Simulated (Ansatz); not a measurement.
How methods differ on C6H12O3 (propylene glycol methyl ether acetate (PGMEA))

The species is C6H12O3 (21 atoms), meant as a singlet with charge 0. SMILES: `COCC(C)OC(C)=O`. The shape was relaxed beforehand at r2SCAN/def2-SVP. This is one conformer, not always the lowest.

Quantity: the adiabatic ionisation energy (to the doublet cation, shapes relaxed at r2SCAN/def2-SVP, no zero-point term), in eV. The values are calculated.

```json
{"level": "HF/def2-SVP", "kind": "Hartree–Fock", "program": "Ansatz", "value (eV)": "8.88", "CPU time (all runs)": "59 s"}
{"level": "SVWN5/def2-SVP", "kind": "LDA", "program": "Ansatz", "value (eV)": "8.68", "CPU time (all runs)": "24 s"}
{"level": "PBE/def2-SVP", "kind": "GGA", "program": "Ansatz", "value (eV)": "8.55", "CPU time (all runs)": "46 s"}
{"level": "r2SCAN/def2-SVP", "kind": "meta-GGA", "program": "Ansatz", "value (eV)": "8.82", "CPU time (all runs)": "73 s"}
{"level": "B3LYP/def2-SVP", "kind": "global hybrid", "program": "Ansatz", "value (eV)": "9.19", "CPU time (all runs)": "45 s"}
{"level": "PBE0-D4/def2-SVP", "kind": "global hybrid", "program": "Ansatz", "value (eV)": "9.31", "CPU time (all runs)": "42 s"}
{"level": "wB97M-V/def2-SVP", "kind": "range-separated hybrid", "program": "Ansatz", "value (eV)": "9.88", "CPU time (all runs)": "4.1 min"}
{"level": "RPA@PBE/def2-SVP", "kind": "RPA", "program": "Ansatz", "value (eV)": "8.99", "CPU time (all runs)": "94 s"}
{"level": "MP2/def2-SVP", "kind": "perturbation theory", "program": "Ansatz", "value (eV)": "10.39", "CPU time (all runs)": "66 s"}
```

The values span 8.55 to 10.39 eV. Times are those of the runs behind each value, whatever else they computed, on shared processors of several kinds: orders of magnitude only.

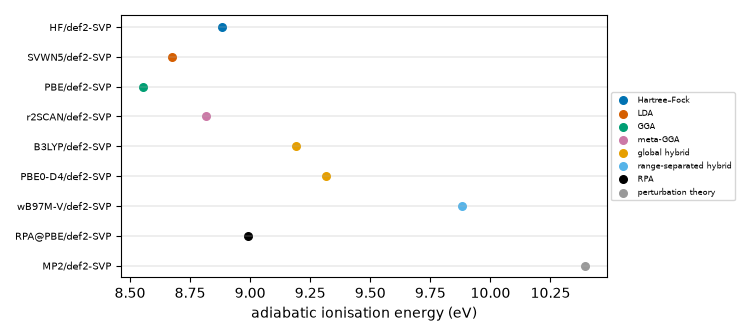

The values of the table, level by level.
